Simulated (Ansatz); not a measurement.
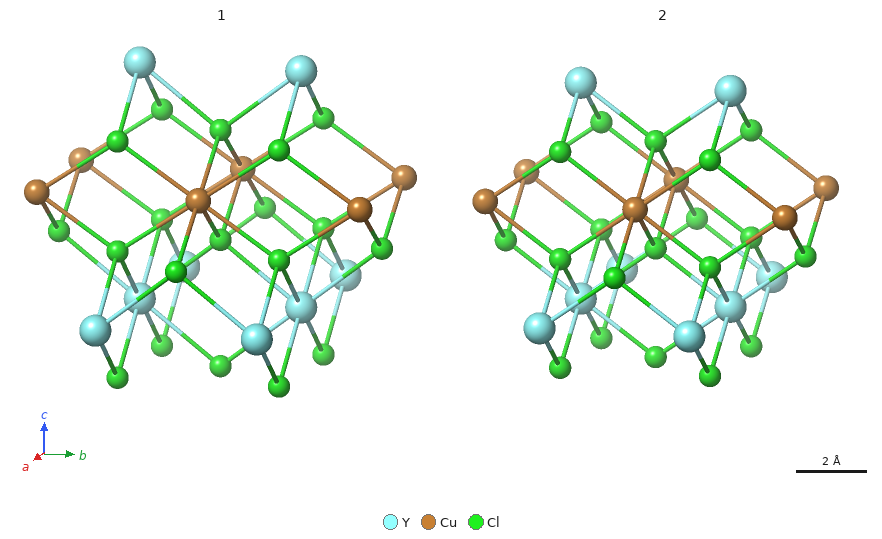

Two geometries of solid YCuCl₄ (built on the NaHoF4-123 type type), drawn at one scale. One is the start of a relaxation, the other its converged end. Style: ball-and-stick. Shown: the atoms within 5.8 Å of the atom that moves most (axes of the cell of the calculation), slightly off an axis.

These are results of Ansatz 0.2.0, DFT, PBEsol, plane waves, PAW, not measurements. Settings: plane-wave cutoff 420 eV; k-point mesh 4 × 4 × 4; occupations fermi dirac; smearing width 0.03 eV; no spin polarisation; cell and atoms relaxed; force threshold 0.01 eV/Å; at most 120 steps.

Q: Which of the two is the end point?

A: Structure 2 is the relaxed one. Over 5 accepted moves (6 points after the start) the energy falls by 252 meV per atom. Largest force component: 1 eV/Å at the start, 0.00049 eV/Å at the end. The pressure goes from −9.03 to 0.01 GPa. At 1 point the geometry stayed and the basis and grid were re-selected for the new cell (energy shift of 0.6 meV per atom at most each time). The largest moves relative to the cell, 0.099 Å, are those of Cl atoms. Y and Cu stay in place. Cell: a = b 4.846 → 4.497 Å (−7.2 %), c 6.973 → 6.373 Å (−8.6 %). Volume −21.3 %. Among the contacts that change: Cl–Y 3.057 → 2.762 Å, Cl–Cu 2.916 → 2.749 Å. Among the angles between lasting bonds that change: Y–Cl–Y 104.9° → 109.0°, Cu–Cl–Cu 112.4° → 109.7°. The space group stays P4/mmm (No. 123).
